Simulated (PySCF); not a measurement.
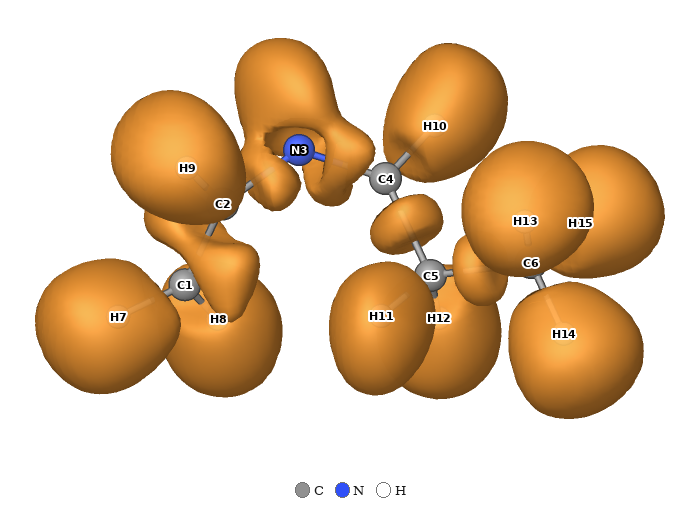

C$_{5}$H$_{9}$N. Isosurface of the electron localisation function at 0.75 (orange), seen across its widest extent. Only the valence region is drawn (cores and ρ < 0.01 e/Å³ removed).

Geometry: GFN2-xTB.

These are results of PBE0/def2-SVPD, SCF density, gas phase (PySCF 2.14.0), not measurements.

```xyz
15

C     2.4539    0.6536   -0.1519
C     1.8233    0.3318    0.9735
N     0.9833   -0.7386    1.1459
C    -0.0921   -0.9683    0.5386
C    -0.8019   -0.0934   -0.4499
C    -2.2978   -0.0211   -0.1568
H     3.2110    1.4162   -0.1704
H     2.2688    0.1243   -1.0713
H     2.0557    0.8310    1.9072
H    -0.5875   -1.9050    0.7814
H    -0.3569    0.9041   -0.4401
H    -0.6503   -0.5204   -1.4462
H    -2.4730    0.4155    0.8238
H    -2.8001    0.5926   -0.9007
H    -2.7409   -1.0144   -0.1749
```

**Describe the localisation domains.**

At this value the surface marks out three regions between bonded C–C atoms (shared pairs), nine regions around hydrogen nuclei and one region on N in which the atom's valence shell and bonds are merged. Along the contacts the grid gives the following. C–N (1.26 Å): the ELF peaks at about 0.90 between the atoms: a short, multiple covalent bond. C–C (1.33 Å): the ELF peaks at about 0.95 between the atoms; a short, multiple covalent bond.
